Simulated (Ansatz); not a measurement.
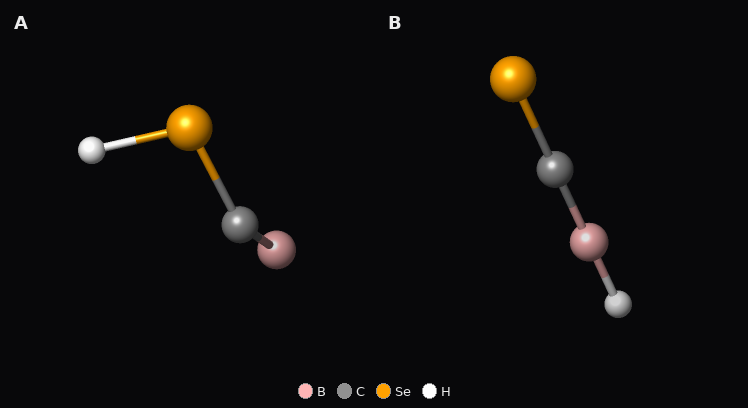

2 stationary structures of one formula. Geometries: PBE-D4/def2-SVP. Electronic energies: PBE-D4/def2-SVP (Ansatz 0.2.0), without zero-point energy. No frequency run is at hand to confirm each as a minimum.

### Which is lowest in energy, and by how much?

B is lowest (C∞v); A lies 57.0 kcal/mol above it (C1).
